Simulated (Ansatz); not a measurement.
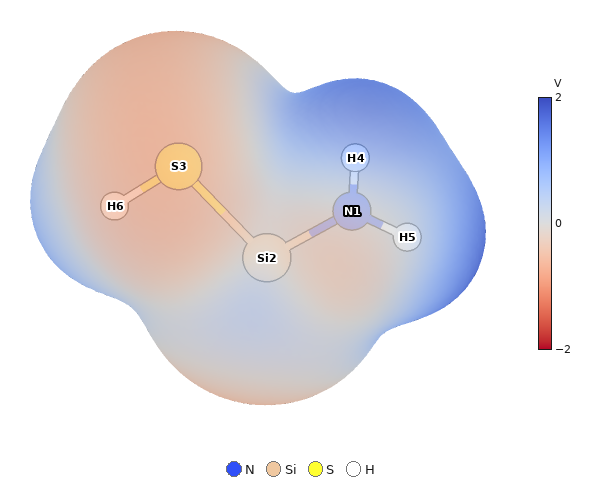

Figure 1: H3NSSi (SMILES N[Si]S). The electrostatic potential painted on the density surface at 0.001 e/bohr³, seen at a tilt; the colour scale runs from red (negative) to blue (positive).

The calculation used Ansatz, RKS B3LYP-D4/def2-TZVP.

```yaml
atoms:
  - { symbol: N, position_ang: [-0.8787, 0.2372, -0.7864] }
  - { symbol: Si, position_ang: [0.1698, -0.9871, -0.2031] }
  - { symbol: S, position_ang: [1.2191, 0.2299, 1.2688] }
  - { symbol: H, position_ang: [-0.9339, 1.2012, -0.4900] }
  - { symbol: H, position_ang: [-1.5442, 0.0287, -1.5149] }
  - { symbol: H, position_ang: [2.0101, -0.7738, 1.6793] }
```

Which sites attract a positive test charge, and which a negative one?

A positive charge is drawn to the negative regions and a negative charge to the positive ones. The most negative region (about −0.7 V) lies over Si2 and S3, the most positive (about +1.6 V) over H5.
